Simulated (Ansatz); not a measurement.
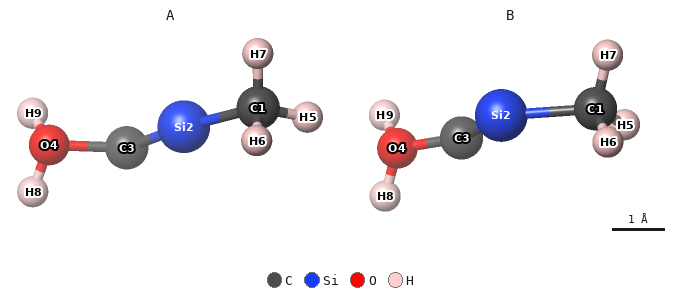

Two geometries of C₂H₅OSi (charge +1), drawn at one scale. One is the start of a relaxation, the other its converged end. The picture is a ball-and-stick view, seen at a tilt.

Computed with RKS PBE0-D4/def2-TZVP (Ansatz). Settings: force threshold 0.005 eV/Å; at most 200 steps.

Which one is relaxed?

Structure B is the relaxed one. Over 9 accepted moves (10 points after the start) the energy falls by 16.4 kcal/mol. Largest force component: 2.1 eV/Å at the start, 0.0018 eV/Å at the end. The line search rejected the trial step at point 6 of the run. The atom that moves furthest after the best rigid fit is Si2 (0.87 Å). Largest moves by element: Si 0.87 Å, C 0.64 Å, H 0.63 Å, O 0.26 Å. Among the contacts that change: C3–O4 1.509 → 1.394 Å, Si2–C3 1.727 → 1.643 Å, C1–Si2 1.867 → 1.856 Å. Among the angles between lasting bonds that change: C1–Si2–C3 169.4° → 129.7°, Si2–C3–O4 122.2° → 145.4°, C3–O4–H8 105.2° → 116.6°.
